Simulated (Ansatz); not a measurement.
## Appearance energy of a fragment ion: C2H8SiTe → [SiH3]+ + C2H5Te + e⁻

Species: C2H8SiTe `CC[Te][SiH3]`, singlet; [SiH3]+ `[SiH3+]`, singlet; C2H5Te `CC[Te]`, doublet. 

Shapes, held fixed at every level: PBE0-D4/def2-TZVP. Flexible molecules stand in one conformer, not always the lowest. Programs: Ansatz 0.2.0. Electronic energies: no zero-point or thermal term.

```json
{"level": "HF/def2-SVP", "kind": "Hartree–Fock", "ΔE (eV)": "+9.49", "less CCSD(T)/def2-TZVPP": "-1.47"}
{"level": "PBE0-D4/def2-TZVPP", "kind": "global hybrid", "ΔE (eV)": "+11.19", "less CCSD(T)/def2-TZVPP": "+0.23"}
{"level": "wB97M-V/def2-TZVPP", "kind": "range-separated hybrid", "ΔE (eV)": "+10.93", "less CCSD(T)/def2-TZVPP": "-0.03"}
{"level": "wB97X-V/def2-TZVPP", "kind": "range-separated hybrid", "ΔE (eV)": "+11.04", "less CCSD(T)/def2-TZVPP": "+0.08"}
{"level": "MP2/def2-TZVPP", "kind": "perturbation theory", "ΔE (eV)": "+11.02", "less CCSD(T)/def2-TZVPP": "+0.06"}
{"level": "CCSD(T)/def2-SVP", "kind": "coupled cluster or CI", "ΔE (eV)": "+10.59", "less CCSD(T)/def2-TZVPP": "-0.37"}
{"level": "CCSD/def2-TZVPP", "kind": "coupled cluster or CI", "ΔE (eV)": "+10.81", "less CCSD(T)/def2-TZVPP": "-0.15"}
{"level": "CCSD(T)/def2-TZVPP", "kind": "coupled cluster or CI", "ΔE (eV)": "+10.96", "less CCSD(T)/def2-TZVPP": "0.00"}
```

The highest level, CCSD(T)/def2-TZVPP, gives ΔE = +10.96 eV; the levels span +9.49 to +11.19. The column of differences is taken from that level and isn't an error. No measured value is set beside it here. Open shells run unrestricted unless RO is named. For atoms past krypton def2 sets carry core potentials with scalar relativity. Correlated rows may include outer-core shells of Te, which these sets cover unevenly. The onset seen in experiment also holds zero-point changes and kinetic shifts.

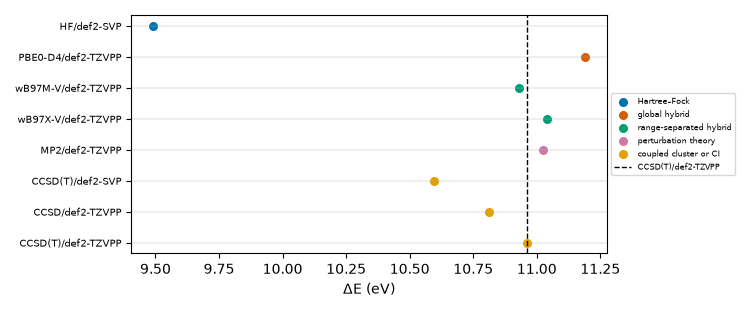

The values of the table, level by level.
